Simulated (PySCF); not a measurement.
```xyz
13

B     2.3490    0.4533    0.7615
B     1.8645   -0.5385   -0.3895
Si   -0.0498   -0.7077   -0.7709
O    -0.8102    0.3275    0.2419
C    -2.1801    0.5559    0.3486
H     2.4469    0.1294    1.8874
H     2.5907    1.5885    0.5732
H     2.5219   -1.2241   -1.0787
H    -0.6271   -2.0615   -0.5818
H    -0.4713   -0.3857   -2.1569
H    -2.6141    0.7964   -0.6251
H    -2.6891   -0.3272    0.7436
H    -2.3355    1.3942    1.0291
```

Geometry: GFN2-xTB.

Computed with PBE0/pcSseg-1, SCF density, gas phase, non-relativistic in PySCF 2.14.0.

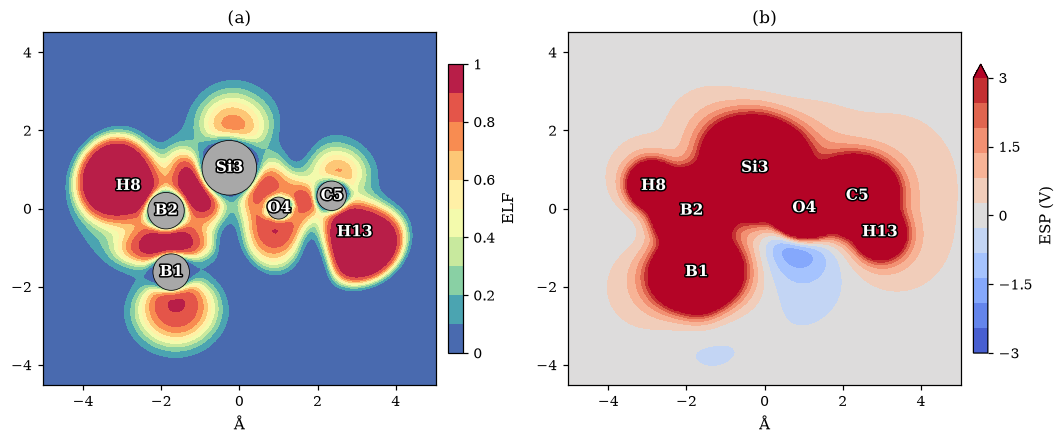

CH8B2OSi (SMILES BB[SiH2]OC). (a) electron localisation function; (b) molecular electrostatic potential on the plane of atoms O4, C5 and H13. Grey discs cover the atomic cores in the ELF map.

Interpret the plot.

The section cuts through B, Si, O, C and H sites.
C–O (1.39 Å): the ELF peaks at about 0.90 between the atoms (a shared but strongly polarised pair).
B–B (1.59 Å): the ELF peaks at about 1 between the atoms (localised, covalent bonding).
Si–O (1.64 Å): the ELF peaks at about 0.85 between the atoms, as expected for a shared but strongly polarised pair.
Si–B (1.96 Å): the ELF peaks at about 1 between the atoms (localised, covalent bonding).
C–H (1.09 Å): the ELF climbs to about 1 towards the hydrogen, as it does in any bond to H; an ordinary covalent bond to hydrogen.
The ELF also peaks beside O4, away from the bonds: lone-pair regions.
Outside the dense part of the molecule the potential is most negative (−1.7 V) near O4.
